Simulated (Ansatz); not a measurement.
# O$_{2}$W (charge −1, doublet): what the fields show

Input file:

```
crystal:
  periodic: [false, false, false]
  atoms:
    - {symbol: W, position_ang: [-0.353300, 0.485390, -0.018811]}
    - {symbol: O, position_ang: [-1.016813, -1.108704, 0.078396]}
    - {symbol: O, position_ang: [1.370113, 0.623324, -0.059585]}
basis:
  gaussian: {orbitals: def2-TZVPD, initial_orbitals: start.molden}
total_charge: -1
magnetization: {spin_polarized: true, initial_magnetization: 1}
hamiltonian: {xc: pbe0, dispersion: d4}
output: {orbitals: {seedname: orbitals}}
```

Launched as:

```sh
ansatz run in.yaml --threads 4 --pin off --events-out ev --progress --plain --max-ram 3916MiB
```

Geometry: PBE0-D4/def2-TZVPD; ⟨S²⟩ = 1.08, above the pure value of 0.75; core potentials replace the inner electrons of W.

The calculation used UKS PBE0-D4/def2-TZVPD (Ansatz).

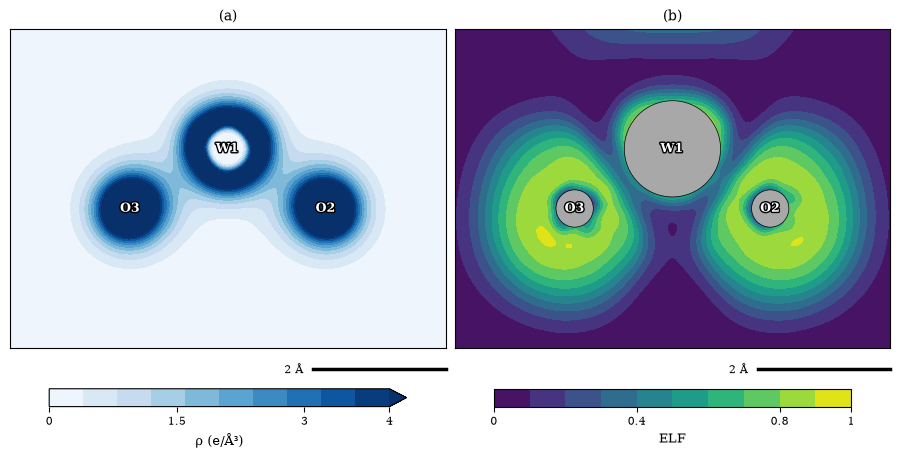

Figure 1. (a) electron density; (b) ELF on the molecular plane. Grey discs cover the atomic cores in the ELF map.

**Describe what can be read from this map.**

The section cuts through W and O sites. W–O (1.73 Å): ρ at the midpoint is about 1.7 e/Å³; the ELF peaks at about 0.80 in the valence shell of O, 0.5 Å from its nucleus, and drops to about 0.40 between the two atoms.

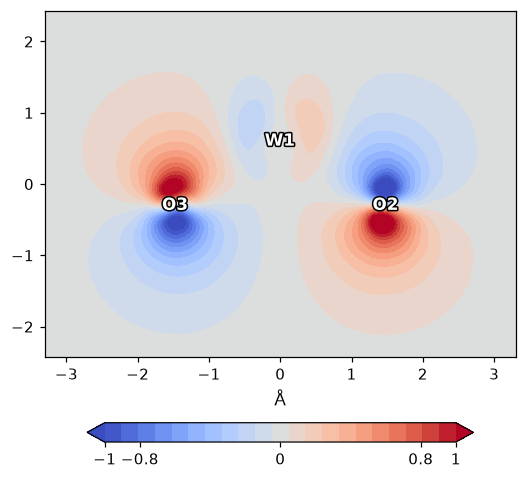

Figure 2. The HOMO−1 (β) on the molecular plane (values in Å⁻³ᐟ²; the overall sign is arbitrary).

**What is the character of this orbital?**

Its weight (Hirshfeld) is mainly on O2 (about 45 %) and O3 (about 45 %); it is symmetric in the molecular plane (an in-plane orbital: σ, lone-pair or in-plane π type); largely a combination of lone pairs on O2 and O3. Its energy is −3.34 eV.
